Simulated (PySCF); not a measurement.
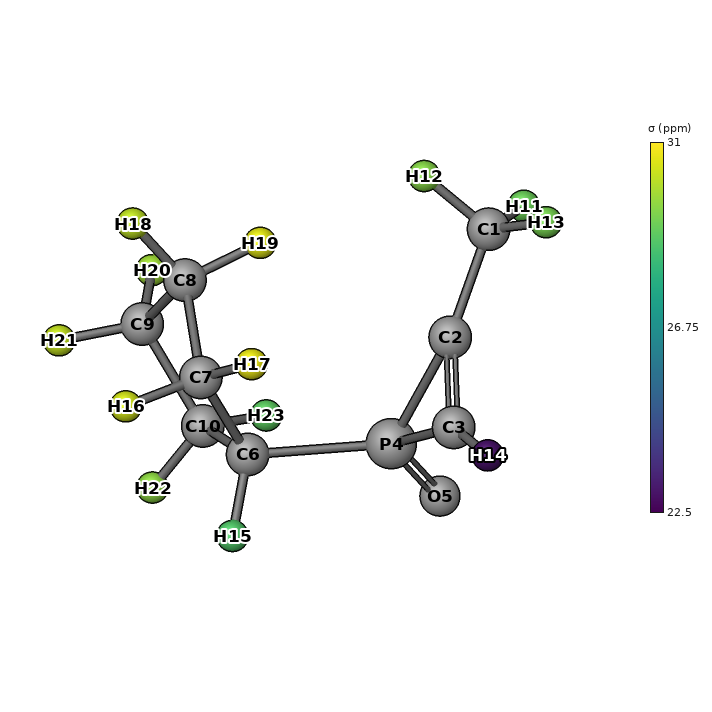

Atoms are coloured by their isotropic NMR shieldings (H only, the others grey). Computed geometry: GFN2-xTB optimisation. No frequency run is at hand to confirm it as a minimum. Properties computed with GIAO PBE0/pcSseg-1 NMR shielding, non-relativistic, gas phase (PySCF 2.14.0).

List the isotropic NMR shieldings of the H atoms.

```csv
atom,σ (ppm)
H11,29.10
H12,29.46
H13,29.25
H14,22.95
H15,28.69
H16,30.38
H17,30.68
H18,30.15
H19,30.59
H20,29.77
H21,30.20
H22,29.55
H23,28.89
```

The geometry is semi-empirical. Around P such bond lengths and angles can be off by a tenth of an ångström or more and by several degrees, and values that hang on the shape move with them.
